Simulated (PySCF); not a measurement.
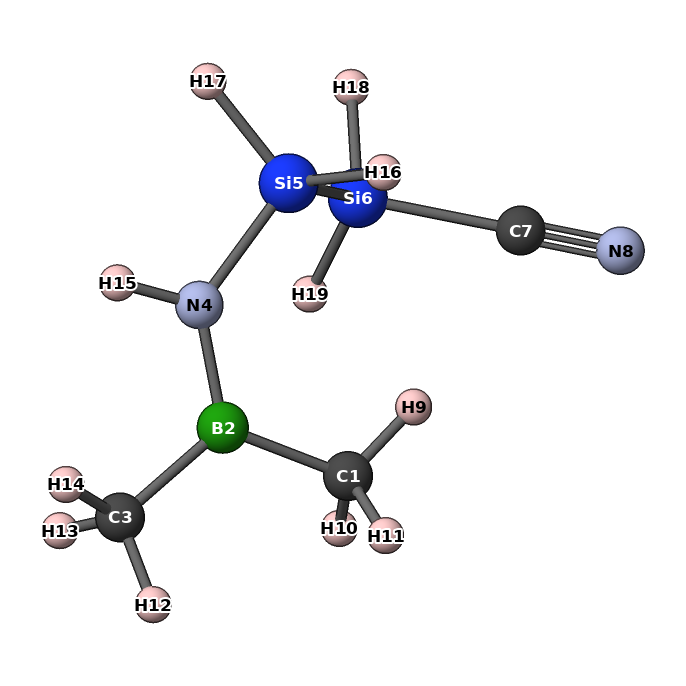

The questions are on isotropic NMR shieldings of the C atoms. The computed structure is the end point of a GFN2-xTB optimisation. No frequency run is at hand to confirm it as a minimum. Method: GIAO PBE0/pcSseg-1 NMR shielding, non-relativistic, gas phase (PySCF 2.14.0).

List the isotropic NMR shieldings of the C atoms.

```
atom  σ (ppm)
  C1    178.3
  C3    178.9
  C7     64.3
```

The geometry is semi-empirical. Around B, Si such bond lengths and angles can be off by a tenth of an ångström or more and by several degrees, and values that hang on the shape move with them.
